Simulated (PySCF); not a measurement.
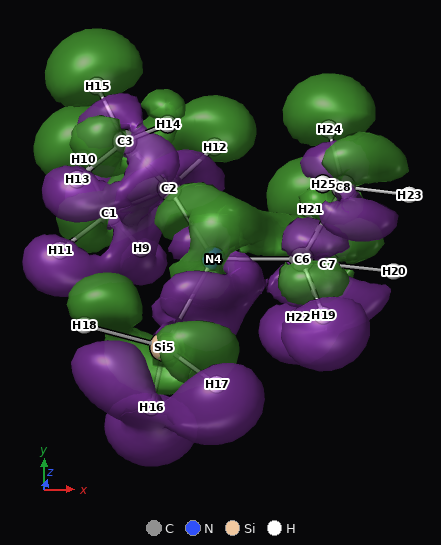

Figure 1: C6H17NSi, SMILES `CC(C)N([SiH3])C(C)C`. Change of the electron density in a uniform field of 0.41 V/Å, surfaces at ±0.003 e/Å³ (purple: gain, green: loss).

PySCF calculation, M06-2X/6-31+G*, gas phase; geometry: GFN2-xTB. No frequency check shows the geometry to be a minimum. The basis has diffuse s and p functions alone, which still leaves polarisabilities too small, most of all across bonds.

Cartesian coordinates (Å):

```
C1      -1.5994    0.7868   -1.4000
C2      -0.6943    0.9641   -0.1802
C3      -1.4959    1.5004    1.0080
N4       0.0015   -0.2630    0.1721
Si5     -0.8060   -1.7703    0.3285
C6       1.4507   -0.2417    0.0928
C7       1.9594   -0.0346   -1.3373
C8       2.0676    0.7802    1.0523
H9      -1.0328    0.3730   -2.2305
H10     -2.0126    1.7466   -1.7032
H11     -2.4182    0.1109   -1.1698
H12      0.0597    1.7154   -0.4365
H13     -2.2915    0.8094    1.2704
H14     -0.8478    1.6228    1.8718
H15     -1.9367    2.4637    0.7608
H16     -0.9406   -2.5194   -0.9355
H17     -0.0111   -2.5708    1.2622
H18     -2.1450   -1.5405    0.8687
H19      1.7841   -1.2333    0.4158
H20      3.0417   -0.1354   -1.3647
H21      1.6989    0.9526   -1.7121
H22      1.5224   -0.7823   -1.9951
H23      3.1473    0.6542    1.0780
H24      1.8520    1.8011    0.7470
H25      1.6748    0.6263    2.0543
```

Along which Cartesian direction does the field point?

Along +y: electrons gather on the −y side, against the field.

How large is the response?

The induced dipole is 2.04 D (along the field); α along this axis, from the fields in both directions, is 100 bohr³ (14.8 Å³).

Which atoms gain and lose the most charge?

Electrons gather most on Si5 (Hirshfeld charge changes by −0.017 e) and leave H15 most (+0.015 e); 0.191 electrons are displaced in all.
